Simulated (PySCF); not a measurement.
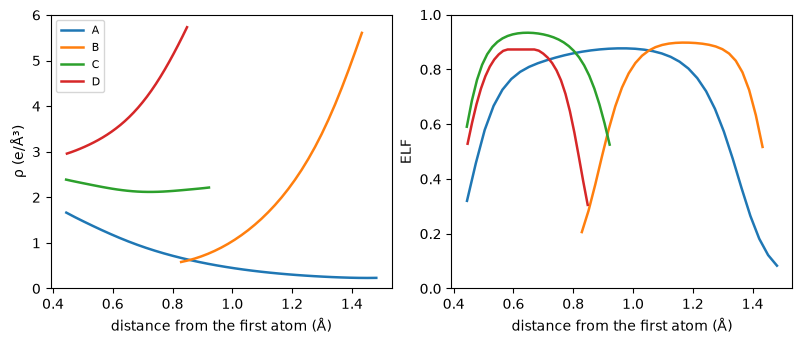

C₅H₅AlO₂. Electron density and electron localisation function along straight lines between neighbouring atoms. The curves leave out the atomic cores.

Geometry: GFN2-xTB.

All numbers below come from CAM-B3LYP/def2-SVPD, SCF density, gas phase in PySCF 2.14.0.

```yaml
atoms:
  - { symbol: O, position_ang: [-3.2580, 0.7339, -0.2368] }
  - { symbol: C, position_ang: [-2.1534, 0.2949, -0.1682] }
  - { symbol: C, position_ang: [-1.2983, -0.7167, -0.7622] }
  - { symbol: C, position_ang: [-0.3132, -0.7640, 0.2518] }
  - { symbol: C, position_ang: [0.9502, -1.1775, 0.5644] }
  - { symbol: Al, position_ang: [1.5199, 1.0423, -0.0416] }
  - { symbol: C, position_ang: [-0.8682, 0.5480, 0.5433] }
  - { symbol: O, position_ang: [-0.0669, 1.5452, 0.6212] }
  - { symbol: H, position_ang: [-1.2302, -1.0085, -1.7947] }
  - { symbol: H, position_ang: [1.2913, -0.9452, 1.5750] }
  - { symbol: H, position_ang: [1.3198, -2.1156, 0.1741] }
  - { symbol: H, position_ang: [1.4143, 1.0976, -1.5838] }
  - { symbol: H, position_ang: [2.6885, 1.4661, 0.8398] }
```

### Which curve belongs to which contact (Al–O, C–Al, C–C and C–O)? The first atom named is at distance zero.

Curve A: C–Al (2.37 Å): ρ at the midpoint is about 0.31 e/Å³, with its minimum of 0.23 e/Å³ about 1.5 Å from C; the ELF peaks at about 0.90 between the atoms. Curve B: Al–O (1.79 Å): the density is about 0.7 e/Å³ at the midpoint; the ELF peaks at about 0.90 in the valence shell of O, 0.6 Å from its nucleus, and is about 0.50 at the midpoint. Curve C: C–C (1.37 Å): ρ is about 2.1 e/Å³ halfway; the ELF peaks at about 0.95 between the atoms: localised, covalent bonding. Curve D: C–O (1.19 Å): ρ is about 3.4 e/Å³ halfway; the ELF peaks at about 0.85 between the atoms; a multiple bond.
